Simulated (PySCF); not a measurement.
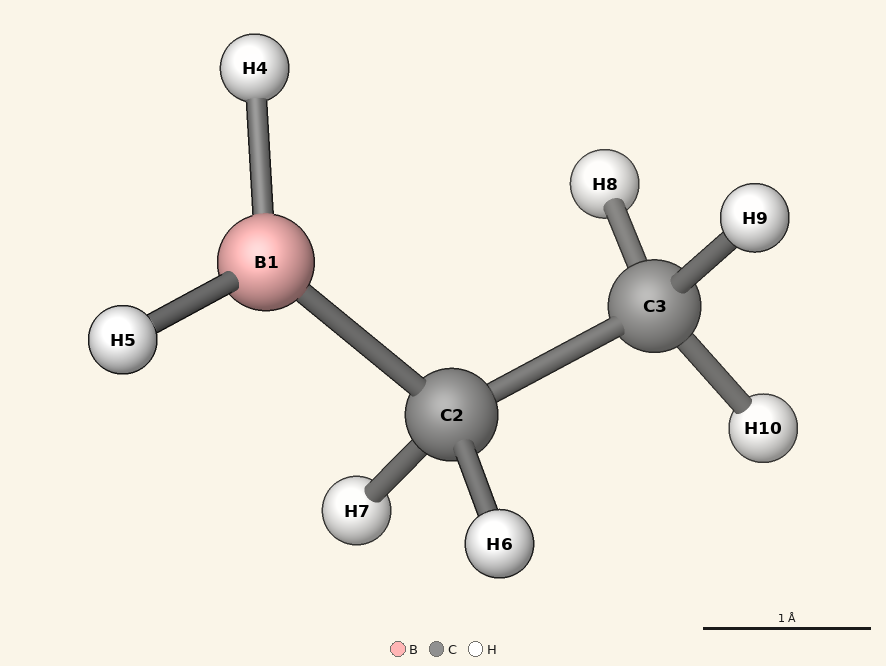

The atoms are numbered. Computed geometry: PBE0-D4/def2-TZVP optimisation. No frequency run is at hand to confirm it as a minimum.

Give these bond angles: C2–B1–H4, C2–B1–H5, B1–C2–C3, B1–C2–H6, B1–C2–H7, C3–C2–H6, C3–C2–H7, C2–C3–H8, C2–C3–H9, C2–C3–H10.

| angle | degrees |
| --- | --- |
| C2–B1–H4 | 121.5 |
| C2–B1–H5 | 120.0 |
| B1–C2–C3 | 118.6 |
| B1–C2–H6 | 111.2 |
| B1–C2–H7 | 100.9 |
| C3–C2–H6 | 111.8 |
| C3–C2–H7 | 110.0 |
| C2–C3–H8 | 111.1 |
| C2–C3–H9 | 111.0 |
| C2–C3–H10 | 112.2 |
